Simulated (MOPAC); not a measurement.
**Run report: CH4Cl2HfOS, geometry relaxation (part 1 of 4)**

The run: geometry relaxation of CH4Cl2HfOS. Method and program: PM6-DH+, closed shell, dispersion DH+ (MOPAC 23.2.5).

The atoms were displaced at random from an optimised geometry.

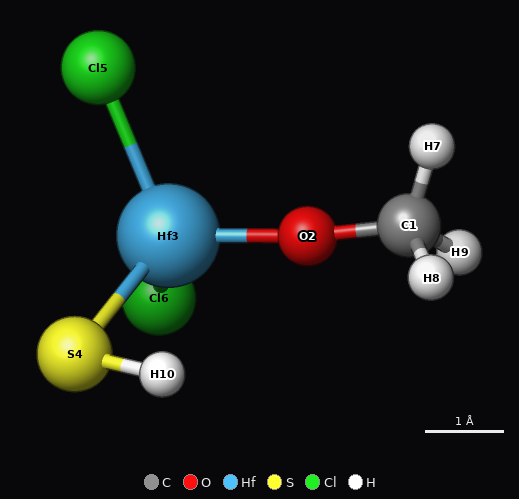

The starting structure (ball-and-stick view, seen at a tilt; atoms are numbered from 1 in the order of the input). Sticks mark near contacts. Bond lengths as drawn: Cl–Hf 2.34 to 2.37 Å, C–H 1.09 to 1.13 Å, C–O 1.35 Å, Hf–O 1.88 Å, Hf–S 2.44 Å and H–S 1.35 Å.

## The input (mol.mop)
```
PM6-DH+ DISP BONDS CHARGE=0 PRECISE CYCLES=300 GNORM=0.01 THREADS=1 AUX(PRECISION=6)
CH4Cl2HfOS
C[O][Hf]([SH])([Cl])[Cl]
C     -1.788738     0.070428    -0.371749
O     -0.474690     0.137645    -0.076003
Hf     1.341854     0.454626     0.269337
S      2.436065    -1.720243     0.351544
Cl     2.287583     1.812234    -1.388887
Cl     1.558192     1.510333     2.375140
H     -2.072881     0.594815    -1.280495
H     -2.127649    -0.998678    -0.466119
H     -2.398341     0.488894     0.480575
H      1.271353    -2.344977     0.086127
```

Machine: 1 thread of Arm Neoverse V1, 24 GiB of memory available, shared host.

Run as:
```bash
mopac mol.mop
```

## Output
```
MOPAC v23.2.5
PM6-DH+ CALCULATION RESULTS

 *  PM6-DH+    - CORRECT DISPERSION AND HYDROGEN BOND TERMS USING PM6-DH+
 *
 *
 *
 *                 CHARGE ON SYSTEM = 0
 *
 *
 *
 *  PRECISE    - TIGHTER CRITERIA TO BE USED
 *  THREADS=1  - MULTI-THREADING NOT USED
 *  CYCLES=    - DO A MAXIMUM OF 300 STEPS
 *  GNORM      - EXIT WHEN GRADIENT NORM DROPS BELOW 0.010
 *  AUX        - OUTPUT AUXILIARY INFORMATION
 *  DISP       - PRINT DISPERSION AND HYDROGEN BOND ENERGIES
 *  BONDS      - FINAL BOND-ORDER MATRIX TO BE PRINTED
PM6-DH+ DISP BONDS CHARGE=0 PRECISE CYCLES=300 GNORM=0.01 THREADS=1 AUX(PRECISION=6)
 CH4Cl2HfOS
 C[O][Hf]([SH])([Cl])[Cl]
   ATOM   CHEMICAL          X               Y               Z
  NUMBER   SYMBOL      (ANGSTROMS)     (ANGSTROMS)     (ANGSTROMS)

     1       C         -1.78873800  *   0.07042800  *  -0.37174900  *
     2       O         -0.47469000  *   0.13764500  *  -0.07600300  *
     3      Hf          1.34185400  *   0.45462600  *   0.26933700  *
     4       S          2.43606500  *  -1.72024300  *   0.35154400  *
     5      Cl          2.28758300  *   1.81223400  *  -1.38888700  *
     6      Cl          1.55819200  *   1.51033300  *   2.37514000  *
     7       H         -2.07288100  *   0.59481500  *  -1.28049500  *
     8       H         -2.12764900  *  -0.99867800  *  -0.46611900  *
     9       H         -2.39834100  *   0.48889400  *   0.48057500  *
    10       H          1.27135300  *  -2.34497700  *   0.08612700  *

          CARTESIAN COORDINATES

    NO.       ATOM           X           Y           Z

     1         C         -1.7887      0.0704     -0.3717
     2         O         -0.4747      0.1376     -0.0760
     3        Hf          1.3419      0.4546      0.2693
     4         S          2.4361     -1.7202      0.3515
     5        Cl          2.2876      1.8122     -1.3889
     6        Cl          1.5582      1.5103      2.3751
     7         H         -2.0729      0.5948     -1.2805
     8         H         -2.1276     -0.9987     -0.4661
     9         H         -2.3983      0.4889      0.4806
    10         H          1.2714     -2.3450      0.0861

 "Third-Generation Hydrogen-Bonding Corrections for Semiempirical QM Methods and Force Fields"

           Empirical Formula: C H4 O Hf S Cl2  =    10 atoms

      MOLECULAR POINT GROUP   :   C1

      RHF CALCULATION, NO. OF DOUBLY OCCUPIED LEVELS = 19

          Geometry optimization using EF

          *********************************************
          *                                           *
          *                 WARNING                   *
          *                                           *
          *********************************************

          Dispersion parameters missing for Hafnium

          *********************************************
          *                                           *
          *              END OF WARNING               *
          *                                           *
          *********************************************

          DIAGONAL MATRIX USED AS START HESSIAN
```

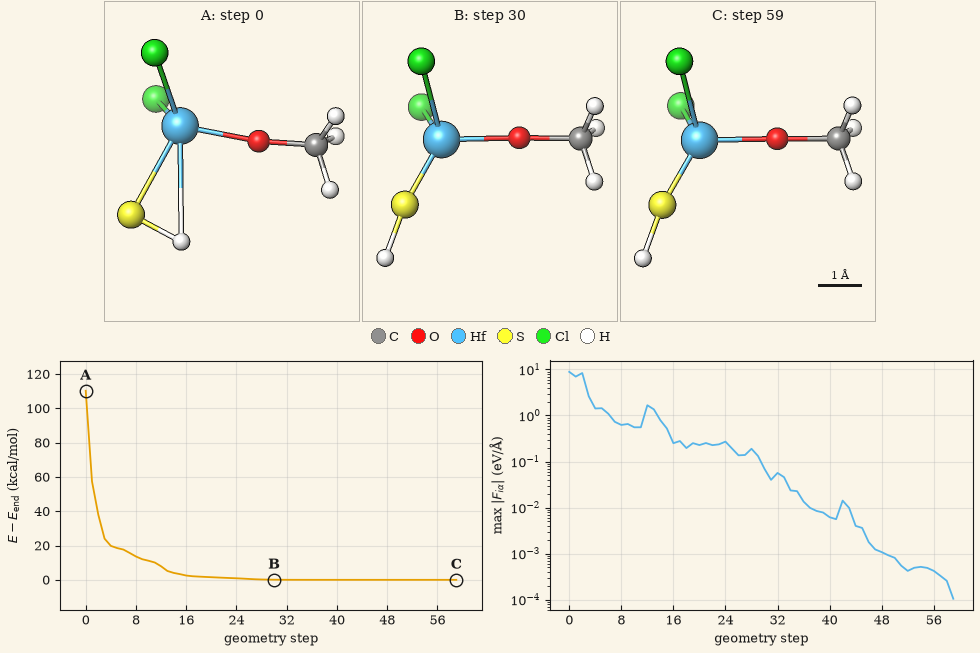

Frames of the relaxation (ball-and-stick view, seen at a tilt) above the curves, on which the letters mark them (steps are counted from 0).

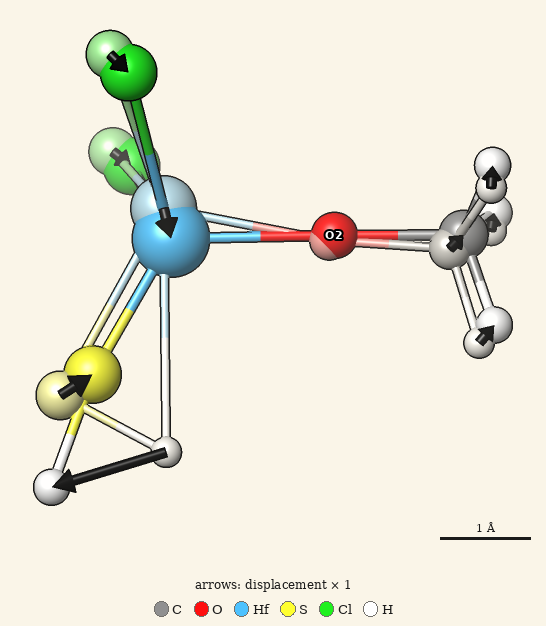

Start (faint) and end (solid) with the displacements as black arrows, at true length (ball-and-stick view, seen at a tilt). The two geometries are laid on each other by the best rigid fit. The atom that moves furthest after the best rigid fit is H10 (1.34 Å). Largest moves by element: H 1.34 Å, S 0.43 Å, Hf 0.35 Å, Cl 0.30 Å, C 0.22 Å, O 0.08 Å. Among the contacts that change: Hf3–S4 2.436 → 1.795 Å, Hf3–H10 2.806 → 3.160 Å, C1–O2 1.349 → 1.435 Å, Hf3–Cl5 2.342 → 2.410 Å. Among the angles that change: Hf3–S4–H10 91.1° → 170.2°, O2–Hf3–S4 106.9° → 120.1°, O2–Hf3–Cl5 111.0° → 100.3°. The energy falls by 110.3 kcal/mol in 59 geometry steps. The largest force component goes from 8.9 to 0.0001 eV/Å. (Atoms are counted from 1 in the order of the input.)

```
 CYCLE:     1 TIME:   0.016 TIME LEFT:  2.00D  GRAD.:   320.931 HEAT: -355.8537
 CYCLE:     2 TIME:   0.008 TIME LEFT:  2.00D  GRAD.:   237.494 HEAT: -408.7361
 CYCLE:     3 TIME:   0.008 TIME LEFT:  2.00D  GRAD.:   301.581 HEAT: -428.1043
 CYCLE:     4 TIME:   0.016 TIME LEFT:  2.00D  GRAD.:   106.520 HEAT: -442.1187
 CYCLE:     5 TIME:   0.008 TIME LEFT:  2.00D  GRAD.:    54.130 HEAT: -446.3352
 CYCLE:     6 TIME:   0.023 TIME LEFT:  2.00D  GRAD.:    59.755 HEAT: -447.6062
 CYCLE:     7 TIME:   0.008 TIME LEFT:  2.00D  GRAD.:    60.591 HEAT: -448.4835
 CYCLE:     8 TIME:   0.008 TIME LEFT:  2.00D  GRAD.:    35.540 HEAT: -450.4619
 CYCLE:     9 TIME:   0.016 TIME LEFT:  2.00D  GRAD.:    29.546 HEAT: -452.5289
 CYCLE:    10 TIME:   0.008 TIME LEFT:  2.00D  GRAD.:    26.503 HEAT: -454.1112
 CYCLE:    11 TIME:   0.008 TIME LEFT:  2.00D  GRAD.:    24.552 HEAT: -454.9996
 CYCLE:    12 TIME:   0.016 TIME LEFT:  2.00D  GRAD.:    23.452 HEAT: -456.0331
 CYCLE:    13 TIME:   0.008 TIME LEFT:  2.00D  GRAD.:    49.010 HEAT: -458.2341
 CYCLE:    14 TIME:   0.008 TIME LEFT:  2.00D  GRAD.:    50.207 HEAT: -460.9572
 CYCLE:    15 TIME:   0.023 TIME LEFT:  2.00D  GRAD.:    33.315 HEAT: -462.0918
 CYCLE:    16 TIME:   0.008 TIME LEFT:  2.00D  GRAD.:    29.553 HEAT: -462.8069
 CYCLE:    17 TIME:   0.008 TIME LEFT:  2.00D  GRAD.:    14.463 HEAT: -463.6327
 CYCLE:    18 TIME:   0.008 TIME LEFT:  2.00D  GRAD.:    10.941 HEAT: -464.0384
 CYCLE:    19 TIME:   0.008 TIME LEFT:  2.00D  GRAD.:    10.209 HEAT: -464.2468
 CYCLE:    20 TIME:   0.008 TIME LEFT:  2.00D  GRAD.:     9.821 HEAT: -464.4325
 CYCLE:    21 TIME:   0.008 TIME LEFT:  2.00D  GRAD.:     9.577 HEAT: -464.5991
 CYCLE:    22 TIME:   0.008 TIME LEFT:  2.00D  GRAD.:     8.940 HEAT: -464.7733
 CYCLE:    23 TIME:   0.016 TIME LEFT:  2.00D  GRAD.:     8.629 HEAT: -464.9331
 CYCLE:    24 TIME:   0.008 TIME LEFT:  2.00D  GRAD.:     8.790 HEAT: -465.0873
 CYCLE:    25 TIME:   0.008 TIME LEFT:  2.00D  GRAD.:     9.157 HEAT: -465.2339
 CYCLE:    26 TIME:   0.008 TIME LEFT:  2.00D  GRAD.:     8.922 HEAT: -465.4122
 CYCLE:    27 TIME:   0.008 TIME LEFT:  2.00D  GRAD.:     8.313 HEAT: -465.6217
 CYCLE:    28 TIME:   0.008 TIME LEFT:  2.00D  GRAD.:     7.855 HEAT: -465.8077
 CYCLE:    29 TIME:   0.008 TIME LEFT:  2.00D  GRAD.:     6.535 HEAT: -465.9319
 CYCLE:    30 TIME:   0.008 TIME LEFT:  2.00D  GRAD.:     5.111 HEAT: -466.0064
 CYCLE:    31 TIME:   0.008 TIME LEFT:  2.00D  GRAD.:     3.700 HEAT: -466.0541
 CYCLE:    32 TIME:   0.008 TIME LEFT:  2.00D  GRAD.:     2.404 HEAT: -466.0934
 CYCLE:    33 TIME:   0.016 TIME LEFT:  2.00D  GRAD.:     2.051 HEAT: -466.1103
 CYCLE:    34 TIME:   0.008 TIME LEFT:  2.00D  GRAD.:     2.101 HEAT: -466.1174
 CYCLE:    35 TIME:   0.008 TIME LEFT:  2.00D  GRAD.:     1.330 HEAT: -466.1220
 CYCLE:    36 TIME:   0.008 TIME LEFT:  2.00D  GRAD.:     0.932 HEAT: -466.1259
 CYCLE:    37 TIME:   0.008 TIME LEFT:  2.00D  GRAD.:     0.673 HEAT: -466.1288
 CYCLE:    38 TIME:   0.008 TIME LEFT:  2.00D  GRAD.:     0.585 HEAT: -466.1297
 CYCLE:    39 TIME:   0.008 TIME LEFT:  2.00D  GRAD.:     0.460 HEAT: -466.1305
 CYCLE:    40 TIME:   0.008 TIME LEFT:  2.00D  GRAD.:     0.429 HEAT: -466.1310
 CYCLE:    41 TIME:   0.008 TIME LEFT:  2.00D  GRAD.:     0.374 HEAT: -466.1316
 CYCLE:    42 TIME:   0.016 TIME LEFT:  2.00D  GRAD.:     0.342 HEAT: -466.1319
 CYCLE:    43 TIME:   0.008 TIME LEFT:  2.00D  GRAD.:     0.472 HEAT: -466.1325
 CYCLE:    44 TIME:   0.008 TIME LEFT:  2.00D  GRAD.:     0.326 HEAT: -466.1327
 CYCLE:    45 TIME:   0.008 TIME LEFT:  2.00D  GRAD.:     0.204 HEAT: -466.1330
 CYCLE:    46 TIME:   0.008 TIME LEFT:  2.00D  GRAD.:     0.181 HEAT: -466.1331
 CYCLE:    47 TIME:   0.008 TIME LEFT:  2.00D  GRAD.:     0.072 HEAT: -466.1332
 CYCLE:    48 TIME:   0.008 TIME LEFT:  2.00D  GRAD.:     0.048 HEAT: -466.1332
 CYCLE:    49 TIME:   0.008 TIME LEFT:  2.00D  GRAD.:     0.036 HEAT: -466.1332
 CYCLE:    50 TIME:   0.008 TIME LEFT:  2.00D  GRAD.:     0.047 HEAT: -466.1332
 CYCLE:    51 TIME:   0.008 TIME LEFT:  2.00D  GRAD.:     0.045 HEAT: -466.1332
 CYCLE:    52 TIME:   0.008 TIME LEFT:  2.00D  GRAD.:     0.032 HEAT: -466.1332
 CYCLE:    53 TIME:   0.008 TIME LEFT:  2.00D  GRAD.:     0.024 HEAT: -466.1332
 CYCLE:    54 TIME:   0.008 TIME LEFT:  2.00D  GRAD.:     0.019 HEAT: -466.1332
 CYCLE:    55 TIME:   0.008 TIME LEFT:  2.00D  GRAD.:     0.018 HEAT: -466.1332
 CYCLE:    56 TIME:   0.008 TIME LEFT:  2.00D  GRAD.:     0.019 HEAT: -466.1332
 CYCLE:    57 TIME:   0.008 TIME LEFT:  2.00D  GRAD.:     0.021 HEAT: -466.1332
 CYCLE:    58 TIME:   0.008 TIME LEFT:  2.00D  GRAD.:     0.016 HEAT: -466.1332
 CYCLE:    59 TIME:   0.008 TIME LEFT:  2.00D  GRAD.:     0.010 HEAT: -466.1332
 CYCLE:    60 TIME:   0.008 TIME LEFT:  2.00D  GRAD.:     0.005 HEAT: -466.1332

     GRADIENT =  0.00485 IS LESS THAN CUTOFF =  0.01000

 -------------------------------------------------------------------------------
 PM6-DH+ DISP BONDS CHARGE=0 PRECISE CYCLES=300 GNORM=0.01 THREADS=1 AUX(PRECISION=6)
 CH4Cl2HfOS
 C[O][Hf]([SH])([Cl])[Cl]

     GEOMETRY OPTIMISED USING EIGENVECTOR FOLLOWING (EF).
     SCF FIELD WAS ACHIEVED

                              PM6-DH+ CALCULATION

          FINAL HEAT OF FORMATION =       -466.13324 KCAL/MOL =   -1950.30146 KJ/MOL

          TOTAL ENERGY            =     -28523.66508 KCAL/MOL = ELECTRONIC ENERGY + CORE-CORE REPULSION
          ENERGY OF ATOMS         =      28058.89013 KCAL/MOL
                              SUM =       -464.77495 KCAL/MOL
          DISPERSION ENERGY       =         -1.35828 KCAL/MOL
                              SUM =       -466.13324 KCAL/MOL = FINAL HEAT OF FORMATION

          TOTAL ENERGY            =      -1236.90319 EV
          ELECTRONIC ENERGY       =      -3809.19793 EV
          CORE-CORE REPULSION     =       2572.29475 EV
          COSMO AREA              =        171.38 SQUARE ANGSTROMS
          COSMO VOLUME            =        168.93 CUBIC ANGSTROMS

          GRADIENT NORM           =          0.00485          =       0.00154 PER ATOM
          IONIZATION POTENTIAL    =          9.591998 EV
          HOMO LUMO ENERGIES (EV) =         -9.592 -2.613
          NO. OF FILLED LEVELS    =         19
          MOLECULAR WEIGHT        =        313.4980         POINT GROUP:  Cs

          MOLECULAR DIMENSIONS (Angstroms)

            Atom       Atom       Distance
            H    10    H     7     6.06734
            H     8   Cl     5     4.80207
           Cl     6    H    10     3.45833

          SCF CALCULATIONS        =         63

          WALL-CLOCK TIME         =      0.570 SECONDS
          COMPUTATION TIME        =      0.558 SECONDS

   ATOM   CHEMICAL          X               Y               Z
  NUMBER   SYMBOL      (ANGSTROMS)     (ANGSTROMS)     (ANGSTROMS)

     1       C         -1.81045540  *   0.27942812  *  -0.34668705  *
     2       O         -0.40249784  *   0.26727242  *  -0.07090015  *
     3      Hf          1.37991876  *   0.22545578  *   0.27634650  *
     4       S          2.24847174  *  -1.34411402  *   0.33127378  *
     5      Cl          2.18555724  *   1.73409214  *  -1.42096545  *
     6      Cl          1.44502968  *   1.45627980  *   2.34676964  *
     7       H         -1.96655049  *   0.89255402  *  -1.25163509  *
     8       H         -2.13496161  *  -0.76234905  *  -0.50768100  *
     9       H         -2.31647710  *   0.72688996  *   0.52673999  *
    10       H          2.70552505  *  -2.64260239  *   0.32537409  *

                             CARTESIAN COORDINATES

   1    C       -1.810455395     0.279428120    -0.346687050
   2    O       -0.402497845     0.267272424    -0.070900155
   3   Hf        1.379918765     0.225455784     0.276346499
   4    S        2.248471739    -1.344114018     0.331273777
   5   Cl        2.185557240     1.734092140    -1.420965448
   6   Cl        1.445029682     1.456279803     2.346769636
   7    H       -1.966550485     0.892554025    -1.251635088
   8    H       -2.134961614    -0.762349045    -0.507681000
   9    H       -2.316477103     0.726889964     0.526739992
  10    H        2.705525053    -2.642602391     0.325374089

           Empirical Formula: C H4 O Hf S Cl2  =    10 atoms

      MOLECULAR POINT GROUP   :   Cs

                  EIGENVALUES
 -32.16873 -30.22155 -25.27825 -24.95899 -24.54492 -17.53419 -16.72595 -16.62234
 -14.84186 -13.00913 -12.94232 -12.46043 -12.35243 -12.04164 -11.96376 -11.66660
 -10.15988  -9.85072  -9.59200  -2.61308  -1.05313  -0.46813  -0.42187  -0.01388
   0.65069   1.68415   1.86906   1.88203   2.17849   2.21567   2.55073   3.23540
   4.86795   4.91129   5.20447  14.51952  14.84168  15.49244  87.86034  87.87234
  87.93987  88.13246  88.13933  88.20697  88.36403  88.47957  88.55624  88.78803

              NET ATOMIC CHARGES AND DIPOLE CONTRIBUTIONS

  ATOM NO.   TYPE          CHARGE      No. of ELECS.   s-Pop       p-Pop       d-Pop
    1          C          -0.099908        4.0999     1.09742     3.00249
    2          O          -0.189031        6.1890     1.59944     4.58959
    3         Hf          -0.891071        4.8911     0.78448     0.83302     3.27358
    4          S           0.535385        5.4646     1.62673     3.75041     0.08748
    5         Cl           0.046413        6.9536     1.96138     4.98992     0.00229
    6         Cl           0.046436        6.9536     1.96138     4.98990     0.00229
    7          H           0.151172        0.8488     0.84883
    8          H           0.140872        0.8591     0.85913
    9          H           0.151001        0.8490     0.84900
   10          H           0.108731        0.8913     0.89127
 DIPOLE           X         Y         Z       TOTAL
 POINT-CHG.    -1.220    -4.807    -0.594     4.995
 HYBRID        -0.251    -0.121    -0.058     0.285
 SUM           -1.471    -4.928    -0.652     5.184

          ATOMIC ORBITAL ELECTRON POPULATIONS
```
